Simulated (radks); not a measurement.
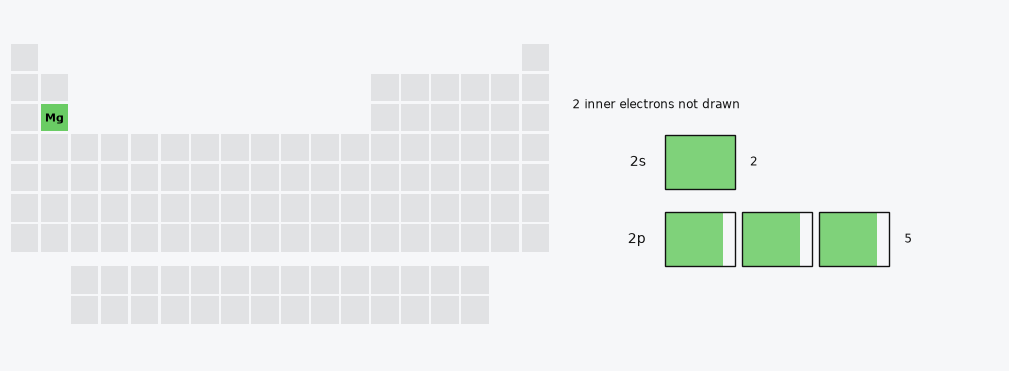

Fig. 1: Left, the place of magnesium in the periodic table; right, the outer shells as the input fills them: a box for each of the 2l + 1 orbitals, shaded by the share of the shell that is filled, with the electron count at the right.

Run report: Mg³⁺, atomic calculation

Mg³⁺ (Z = 12, 9 electrons) in the configuration [He] 2s2 2p5 (open shells shared over both j by 2j + 1). Computed at this level: Dirac Kohn-Sham, PBE, spin-unpolarised, spherical densities, point nucleus (the in-house radial solver radks).

Input file:
```
Z 12
configuration [He] 2s2 2p5
relativity Dirac
functional pbe,pbe
spin unpolarised
j_filling average
nucleus point
c 137.035999084
mesh_step 0.012
max_iterations 87
```

Energies in input and log are in hartree, lengths in bohr.

Hardware: 1 thread of Arm Neoverse V2, 23 GiB of memory available, shared host.

Launched within a batch (the task file carries these settings):
```bash
python <driver script> task.json out
```

The program's output:
```
1s1/2   1   2.0000         -48.40376342
2s1/2   1   2.0000          -4.74183119
2p1/2   1   1.6667          -3.54357027
2p3/2   1   3.3333          -3.53168434
Etot -196.45171990718592
Ekin 196.80708502328434
Encl -455.06468187388975
Eh 76.80423929443302
Exc -14.998362351013512
err 1.5440011153292186e-10
it 14
```

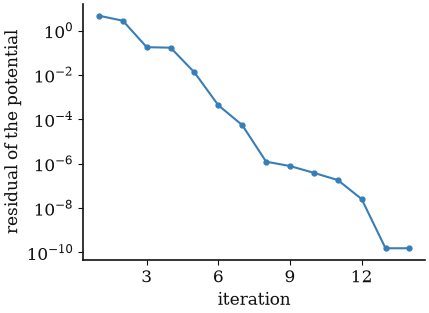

Fig. 2: Convergence: residual of the potential against the iteration. The residual falls almost steadily, with no more than small rises or pauses. It goes from 4.7 to 1.5×10⁻¹⁰ in 14 steps.

Outcome:

- outcome: converged
- total energy: −196.451720 hartree
- kinetic energy: 196.807085 hartree
- electron–nucleus energy: −455.064682 hartree
- Hartree energy: 76.804239 hartree
- exchange–correlation energy: −14.998362 hartree
- radius at density 0.001 e/bohr³: 2.04 bohr
- SCF iterations: 14

What is odd here:

A numerical setting was moved from its usual value: mesh step h = 0.012. The program ran to the end, and its total energy equals that of the same run with the usual input (−196.45172 hartree) within 10⁻⁵ hartree, so the oddity leaves no trace in it.
